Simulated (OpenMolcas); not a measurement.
**SnO (tin(ii) oxide) at r2SCAN/def2-TZVPD (RICD fitting, core potential, fitting threshold 1e-06)**

What is the vertical singlet–triplet gap of SnO (tin(ii) oxide) at r2SCAN/def2-TZVPD (RICD fitting, core potential, fitting threshold 1e-06)? 

The calculation is run with OpenMolcas 26.06.

## Step 1: Starting point

The species is SnO (2 atoms), meant as a singlet with charge 0. As SMILES, `[O]=[Sn]`. The shape comes from GFN2-xTB, which is rough for such elements, and wasn't checked as a minimum.

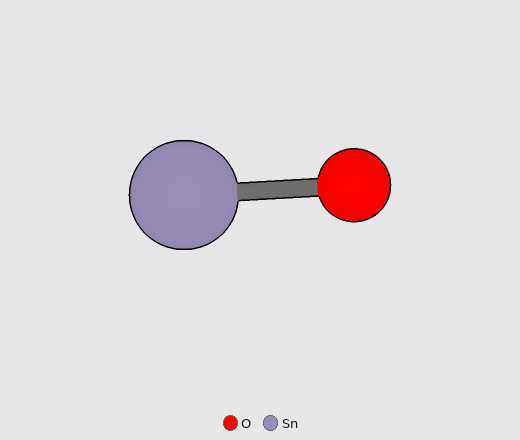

Viewed from a chosen angle; oxygen red, tin purple.

## Step 2: Energy and forces at r2SCAN/def2-TZVPD (RICD fitting, core potential, fitting threshold 1e-06)

File job.inp:

```
* OSn Kohn-Sham DFT
&gateway
baslib = $CurrDir
coord
2
bohr
O      0.00000000     0.00000000     0.00000000
Sn     0.00000000     0.00000000     3.40827224
basis = def2-TZVPD
group = NoSym
ricd
acd
cdthreshold = 1e-06
&seward
&scf
ksdft = 2
1.0 MGGA_X_R2SCAN
1.0 MGGA_C_R2SCAN
prorbitals = 0
&alaska
```

The basis set def2-TZVPD is read from a file made from the Basis Set Exchange's data (not shown).

Command:

```bash
$ export MOLCAS_MEM=1860
$ pymolcas job.inp > job.log
```

The program printed:

```text
--- Start Module: gateway ---
[...]
--- Stop Module: gateway /rc=_RC_ALL_IS_WELL_ ---
[...]
      Basis functions           96
[...]
--- Start Module: scf ---
[...]
       Convergence after  18 Iterations
[...]
::    Total KS-DFT energy                            -289.5980427010
[...]
      Total spin, S                                     0.0000000000
[...]
      Total electronic charge=   30.000000
      Total            charge=   -0.000000
[...]
      Dipole Moment (debye):
      Origin of the operator (angstrom)=    0.0000    0.0000    1.5913
                   X= -8.5610E-16               Y= -6.7226E-16               Z=  3.9845E+00           Total=  3.9845E+00
      Quadrupole Moment (debye*angstrom):
[...]
--- Stop Module: scf /rc=_RC_ALL_IS_WELL_ ---
[...]
--- Start Module: alaska ---
[...]
 *              Molecular gradients               *
 **************************************************
  Irreducible representation: a
 ------------------------------------------------------------------------------------------
                              X                       Y                       Z
 ------------------------------------------------------------------------------------------
  O1                1.53855661353773E-14    8.06978956070436E-15    1.92391543740911E-02
  SN2              -1.53807956458183E-14   -8.06179356966938E-15   -1.92391543740982E-02
 ------------------------------------------------------------------------------------------
--- Stop Module: alaska /rc=_RC_ALL_IS_WELL_ ---
[...]
```

It took 7.2 s on 1 thread of AMD EPYC 9R14 (Zen 4), shared host; peak memory 0.1 GiB.

## Step 3: The triplet at the same level

File job.inp:

```
>>> EXPORT MOLCAS_PRINT=2

&GATEWAY
 BasLib = $CurrDir
 Coord
 2
 bohr
 O      0.00000000     0.00000000     0.00000000
 Sn     0.00000000     0.00000000     3.40827224
 Basis = def2-TZVPD
 Group = NoSym
 RICD
 aCD
 CDThreshold = 1e-06

&SEWARD

&SCF
 UHF
 Spin = 3
 KSDFT = 2
 1.0 MGGA_X_R2SCAN
 1.0 MGGA_C_R2SCAN
 PrOrbitals = 0

&ALASKA
```

The basis set def2-TZVPD is read from a file made from the Basis Set Exchange's data (not shown).

Command:

```bash
$ export MOLCAS_MEM=1860
$ pymolcas job.inp > job.log
```

The program printed:

```text
--- Start Module: gateway ---
[...]
--- Stop Module: gateway /rc=_RC_ALL_IS_WELL_ ---
[...]
      Basis functions           96
[...]
--- Start Module: scf ---
[...]
       Convergence after  26 Iterations
[...]
::    Total KS-DFT energy                            -289.4872519216
[...]
      Total spin, S                                     1.0041174276
[...]
      Total electronic charge=   30.000000
      Total            charge=   -0.000000
[...]
      Dipole Moment (debye):
      Origin of the operator (angstrom)=    0.0000    0.0000    1.5913
                   X=  5.0078E-15               Y= -7.5353E-15               Z=  2.7167E+00           Total=  2.7167E+00
      Quadrupole Moment (debye*angstrom):
[...]
--- Stop Module: scf /rc=_RC_ALL_IS_WELL_ ---
[...]
--- Start Module: alaska ---
[...]
 *              Molecular gradients               *
 **************************************************
  Irreducible representation: a
 ------------------------------------------------------------------------------------------
                              X                       Y                       Z
 ------------------------------------------------------------------------------------------
  O1               -4.67648713715609E-15    6.73922571750278E-16    1.80704369787744E-01
  SN2               4.66775888780548E-15   -6.68474455833469E-16   -1.80704369787726E-01
 ------------------------------------------------------------------------------------------
--- Stop Module: alaska /rc=_RC_ALL_IS_WELL_ ---
[...]
```

It took 11 s on 1 thread of AMD EPYC 9R14 (Zen 4), shared host; peak memory 0.1 GiB.

## Step 4: Summary of results

At r2SCAN/def2-TZVPD (RICD fitting, core potential, fitting threshold 1e-06):

```
                                        quantity          value
                           singlet: total energy  -289.59804 Eh
                          singlet: dipole moment         3.98 D
                            singlet: HOMO energy       -6.75 eV
                            singlet: LUMO energy       -2.86 eV
                          singlet: HOMO–LUMO gap        3.88 eV
               singlet: largest force on an atom     0.989 eV/Å
                           triplet: total energy  -289.48725 Eh
                          triplet: dipole moment         2.72 D
     triplet: HOMO energy (highest over α and β)       -3.93 eV
                                   triplet: ⟨S²⟩          2.012
vertical energy of the triplet above the singlet       3.015 eV
```

**Reading.** This program's gradients are faulty for this kind of reference, so any forces in the log (triplet) can't be trusted; the energy can. At this shape the triplet lies 3.01 eV (291 kJ/mol) above the singlet. The largest force (singlet) is 0.99 eV/Å: the shape isn't a stationary point for this species at this level.
